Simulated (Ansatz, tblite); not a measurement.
# In(NH3)F3 (F3H3InN): removing an electron

What does removing an electron cost or gain for In(NH3)F3 (F3H3InN)? Each charged state is run at several levels.

Program: Ansatz 0.2.0, Gaussian basis. Level of theory: as each input shows. These are calculated values, not measurements.

Levels to be run: charge +1 doublet, at the geometry of the singlet (PBE0-D4/def2-TZVP, PBE-D4/def2-TZVP, r2SCAN-D4/def2-TZVP); the starting singlet's energies come from earlier runs.

2 further runs of the same task are left out: 2 set aside as unsound or not needed.

## 1. The structure

The geometry is that of the singlet, from an earlier relaxation (PBE0-D4/def2-SVP).

8 atoms, charge 0, spin multiplicity 1.

Atoms are counted from 1 here; the program's logs count them from 0.

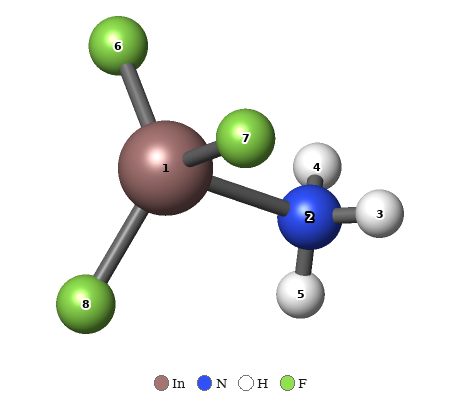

The geometry (indium brown, nitrogen blue, hydrogen white, fluorine green); atoms are numbered from 1 in the order of the file.

Coordinates:

| atom | x (Å) | y (Å) | z (Å) |
| --- | --- | --- | --- |
| In1 | -0.00276 | 0.00353 | -1.18244 |
| N2 | 0.00240 | -0.00289 | 1.10037 |
| H3 | -0.62411 | 0.71766 | 1.46169 |
| H4 | 0.94225 | 0.17831 | 1.45552 |
| H5 | -0.30803 | -0.90852 | 1.45499 |
| F6 | 1.90568 | 0.35747 | -1.43246 |
| F7 | -1.26372 | 1.48023 | -1.42552 |
| F8 | -0.65171 | -1.82580 | -1.43216 |

In takes a core potential in the def2 sets. No spin-orbit coupling is included.

## 2. Charge +1 doublet at the fixed geometry, first pass, PBE0-D4/def2-SVP

The input, in.yaml:

```yaml
crystal:
  periodic: [false, false, false]
  atoms:
    - {symbol: In, position_ang: [-0.002756, 0.003534, -1.182443]}
    - {symbol: N, position_ang: [0.002402, -0.002887, 1.100373]}
    - {symbol: H, position_ang: [-0.624114, 0.717662, 1.461692]}
    - {symbol: H, position_ang: [0.942254, 0.178312, 1.455525]}
    - {symbol: H, position_ang: [-0.308034, -0.908521, 1.454986]}
    - {symbol: F, position_ang: [1.905682, 0.357474, -1.432459]}
    - {symbol: F, position_ang: [-1.263720, 1.480229, -1.425519]}
    - {symbol: F, position_ang: [-0.651706, -1.825804, -1.432155]}
basis:
  gaussian: {orbitals: def2-SVP}
total_charge: 1
magnetization: {spin_polarized: true, initial_magnetization: 1}
hamiltonian: {xc: pbe0, dispersion: d4}
output: {orbitals: {seedname: orbitals}}
```

Launch:

```
$ ansatz run in.yaml --threads 4 --pin off --events-out ev --progress --plain --max-ram 3916MiB
```

The log of the run:

```text
Functional definition: PBE0
  name "PBE0"
  cite "Adamo & Barone, J. Chem. Phys. 110, 6158 (1999) doi:10.1063/1.478522"
  cite "Perdew, Burke & Ernzerhof, Phys. Rev. Lett. 77, 3865 (1996) doi:10.1103/PhysRevLett.77.3865"
  parent pbe
  parameter a = 0.25
  parameter kappa = 0.804
  parameter beta = 0.06672455060314922
  exchange = (1 - a)*pbe_x(kappa = kappa, mu = beta*pi^2/3) + a*exact_x
  correlation = pbe_c(beta = beta)
1019 factors; integrals over basis functions are off by at most 9.4e-4 eV
mean field evaluation 1: about -14820.1696 eV, gradient 6.8e1 eV
mean field evaluation 2: about -14763.6292 eV, gradient 1.4e2 eV
mean field evaluation 4: about -14833.6988 eV, gradient 2.7e1 eV
mean field evaluation 8: about -14836.7900 eV, gradient 4.1e0 eV
mean field evaluation 16: about -14837.0023 eV, gradient 1.6e-1 eV
mean field evaluation 32: about -14837.0080 eV, gradient 4.5e-1 eV
mean field evaluation 64: about -14837.0986 eV, gradient 5.4e-6 eV
mean field evaluation 96: about -14837.0986 eV, gradient 8.1e-3 eV
mean field evaluation 128: about -14836.7916 eV, gradient 6.3e0 eV
mean field evaluation 160: about -14837.0970 eV, gradient 1.1e-1 eV
mean field -14837.09878159 eV, -545.2533232766 hartree, gradient 2.5e-6 eV, S^2 0.764222; 12 other end points of the search recorded, 0 dependent functions left out
reference -14837.09882202 eV, -545.2533247624 hartree; 29, 28 occupied and 68, 69 virtual orbitals, 1019 factors
Total energy: -14837.19521413 eV, -545.2568671071 hartree
```

Run time: 53 s. Hardware: 4 threads of Arm Neoverse N1, shared host.

From the report: HOMO -15.77 eV, LUMO -14.39 eV (over both spins); ⟨S²⟩ 0.764 (pure: 0.75).

## 3. Charge +1 doublet at the fixed geometry, PBE0-D4/def2-TZVP

start.molden holds the orbitals of an earlier run on this state, given as this run's starting guess.

Edit in.yaml of step 2 so:

```diff
@@ -12,3 +12,3 @@
 basis:
-  gaussian: {orbitals: def2-SVP}
+  gaussian: {orbitals: def2-TZVP, initial_orbitals: start.molden}
 total_charge: 1
@@ -16,2 +16,3 @@
 hamiltonian: {xc: pbe0, dispersion: d4}
+scf: {omitted_lower_state_checks: [starts]}
 output: {orbitals: {seedname: orbitals}}
```

The command is unchanged.

The log of the run, shortened:

```text
Functional definition: PBE0
  name "PBE0"
  cite "Adamo & Barone, J. Chem. Phys. 110, 6158 (1999) doi:10.1063/1.478522"
  cite "Perdew, Burke & Ernzerhof, Phys. Rev. Lett. 77, 3865 (1996) doi:10.1103/PhysRevLett.77.3865"
  parent pbe
[...]
1236 factors; their error is unknown
[...]
mean field -14849.46887026 eV, -545.7079156505 hartree, gradient 8.6e-6 eV, S^2 0.763936; 0 other end points of the search recorded, 0 dependent functions left out
reference -14849.46890144 eV, -545.7079167963 hartree; 29, 28 occupied and 163, 164 virtual orbitals, 1236 factors
Total energy: -14849.56529355 eV, -545.7114591411 hartree
Checks for a lower state left out: starts
```

Wall time 25 s (4 threads of Arm Neoverse N1, shared host); peak memory 0.85 GiB.

Report: HOMO -15.88 eV, LUMO -14.46 eV (over both spins); ⟨S²⟩ 0.764 (pure: 0.75).

## 4. Charge +1 doublet at the fixed geometry, PBE-D4/def2-TZVP

Edit in.yaml of step 3 so:

```diff
@@ -15,3 +15,3 @@
 magnetization: {spin_polarized: true, initial_magnetization: 1}
-hamiltonian: {xc: pbe0, dispersion: d4}
+hamiltonian: {xc: pbe, dispersion: d4}
 scf: {omitted_lower_state_checks: [starts]}
```

The command is unchanged.

The log of the run:

```text
Functional definition: PBE
  name "PBE"
  cite "Perdew, Burke & Ernzerhof, Phys. Rev. Lett. 77, 3865 (1996) doi:10.1103/PhysRevLett.77.3865"
  parent pbe
  parameter kappa = 0.804
  parameter beta = 0.06672455060314922
  exchange = pbe_x(kappa = kappa, mu = beta*pi^2/3)
  correlation = pbe_c(beta = beta)
these checks for a lower state are left out or cut short: starts
1143 factors; their error is unknown
mean field evaluation 1: about -14850.2591 eV, gradient 7.9e0 eV
mean field evaluation 2: about -14850.4545 eV, gradient 3.2e-1 eV
mean field evaluation 4: about -14850.4754 eV, gradient 4.9e-2 eV
mean field evaluation 8: about -14850.4600 eV, gradient 3.5e-2 eV
mean field evaluation 16: about -14850.4601 eV, gradient 6.1e-4 eV
mean field -14850.46009338 eV, -545.7443424282 hartree, gradient 3.0e-6 eV, S^2 0.752511; 0 other end points of the search recorded, 0 dependent functions left out
reference -14850.46014667 eV, -545.7443443866 hartree; 29, 28 occupied and 163, 164 virtual orbitals, 1143 factors
Total energy: -14850.57347909 eV, -545.7485092762 hartree
Checks for a lower state left out: starts
```

It took 15 s on 4 threads of Arm Neoverse N1, shared host.

Report: HOMO -14.66 eV, LUMO -14.59 eV (over both spins); ⟨S²⟩ 0.753 (pure: 0.75).

## 5. Charge +1 doublet at the fixed geometry, r2SCAN-D4/def2-TZVP

Edit in.yaml of step 4 so:

```diff
@@ -15,3 +15,3 @@
 magnetization: {spin_polarized: true, initial_magnetization: 1}
-hamiltonian: {xc: pbe, dispersion: d4}
+hamiltonian: {xc: r2scan, dispersion: d4}
 scf: {omitted_lower_state_checks: [starts]}
```

Launched as before.

The log of the run, shortened:

```text
Functional definition: r2SCAN
  name "r2SCAN"
  cite "Furness, Kaplan, Ning, Perdew & Sun, J. Phys. Chem. Lett. 11, 8208 (2020) doi:10.1021/acs.jpclett.0c02405"
  cite "Furness, Kaplan, Ning, Perdew & Sun, J. Phys. Chem. Lett. 11, 9248 (2020) doi:10.1021/acs.jpclett.0c03077"
  parent r2scan
[...]
1143 factors; their error is unknown
[...]
mean field -14857.48161382 eV, -546.0023785453 hartree, gradient 2.5e-6 eV, S^2 0.755566; 0 other end points of the search recorded, 0 dependent functions left out
reference -14857.48162838 eV, -546.0023790800 hartree; 29, 28 occupied and 163, 164 virtual orbitals, 1143 factors
Total energy: -14857.50893772 eV, -546.0033826801 hartree
Checks for a lower state left out: starts
```

It took 47 s on 4 threads of Arm Neoverse N1, shared host.

From the report: HOMO -14.92 eV, LUMO -14.79 eV (over both spins); ⟨S²⟩ 0.756 (pure: 0.75).

## 6. Vertical ionisation energy

Charged state less starting state, singlet to doublet; the starting state's energies are those of its earlier runs.

| level | vertical ionisation energy (eV) | time |
| --- | --- | --- |
| PBE-D4/def2-TZVP | +11.39 | 17 s |
| r2SCAN-D4/def2-TZVP | +11.71 | 53 s |
| PBE0-D4/def2-TZVP | +12.27 | 28 s |

Times add the two runs; a level without a time comes out of a correlated run.

Beside −ε(HOMO) of the starting state:

| level | −ε(HOMO) (eV) | by difference (eV) | mismatch (eV) |
| --- | --- | --- | --- |
| PBE-D4/def2-TZVP | 8.06 | 11.39 | -3.33 |
| r2SCAN-D4/def2-TZVP | 8.51 | 11.71 | -3.20 |
| PBE0-D4/def2-TZVP | 10.03 | 12.27 | -2.24 |

## 7. What came out

| quantity | value |
| --- | --- |
| vertical ionisation energy, functionals in def2-TZVP | 11.39 (PBE-D4) to 12.27 eV (PBE0-D4) |

The vertical ionisation energy spans 11.39 to 12.27 eV over the functionals. −ε(HOMO) misses the level's own difference by -2.24 eV at best (PBE0-D4) and -3.33 eV at worst (PBE-D4).
